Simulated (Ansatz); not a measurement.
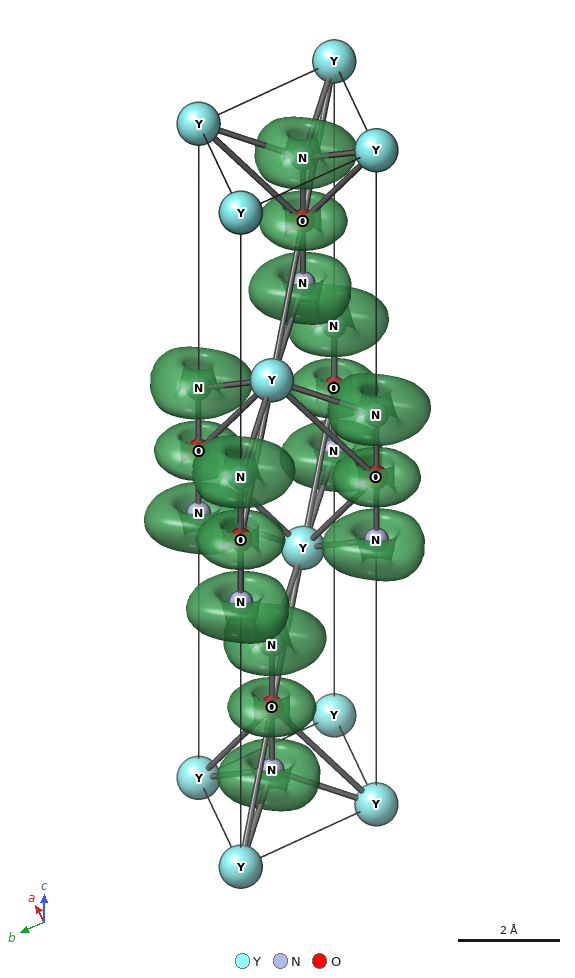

Figure. YN2O. Isosurface of the electron localisation function at 0.75 (green), seen at an oblique angle. Core shells and regions of very low density are left out. Sticks mark near contacts.

Space group R-3m; a structure generated by program, which may or may not match a known phase; computed without spin polarisation.

The calculation used DFT PBE, scalar-relativistic, plane waves, PAW in Ansatz.

Core electrons are frozen (PAW), and the valence fields are smoothed inside the atomic spheres.

> What do the ELF domains correspond to?

The surface consists of six regions wrapped around N (the valence shell of each) and three regions wrapped around O (the valence shell of each), counted in one cell of 12 atoms. Any copies at cell faces, edges or corners count once.

Values along the shortest contacts:
N–O (1.44 Å): the ELF peaks at about 0.70 between the atoms. Y–N (2.39 Å): the ELF peaks at about 0.90 in the valence shell of N, 0.7 Å from its nucleus, and drops to about 0.15 between the two atoms: no shared electron pair shows on this line.
